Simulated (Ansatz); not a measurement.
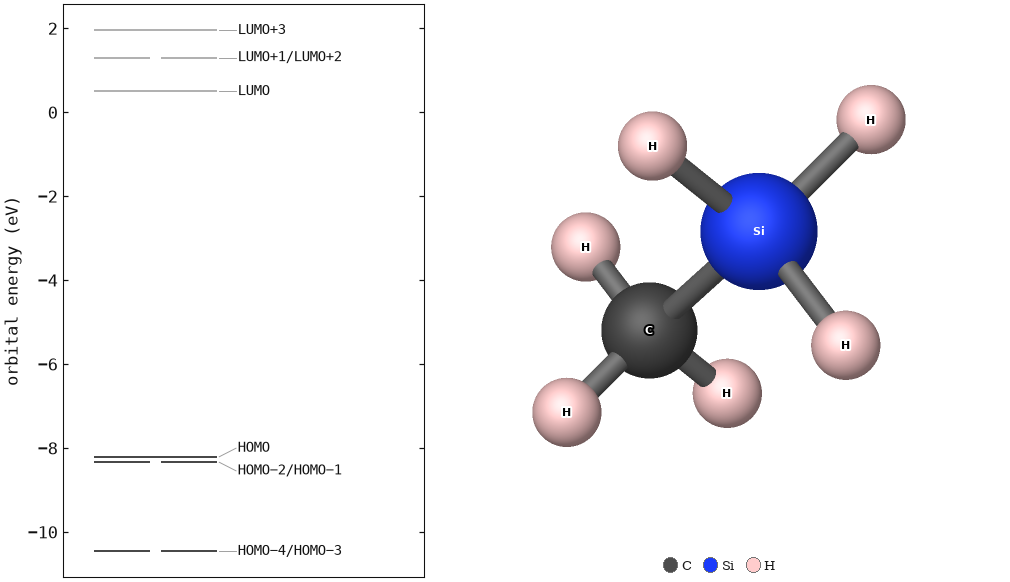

CH₆Si, SMILES C[SiH3]. Kohn-Sham orbital energies near the frontier, r2SCAN/def2-TZVPP with the Ansatz code, at a PBE0-D4/def2-TZVP geometry (a minimum by its frequencies), isolated molecule; empty levels in grey, levels within 0.03 eV side by side.

**Where do the frontier orbitals lie?**

HOMO at −8.21 eV, LUMO at 0.49 eV, 8.70 eV apart.

**How far below the HOMO does the next level lie?**

0.13 eV.

Caveats: empty levels above zero depend strongly on the basis.
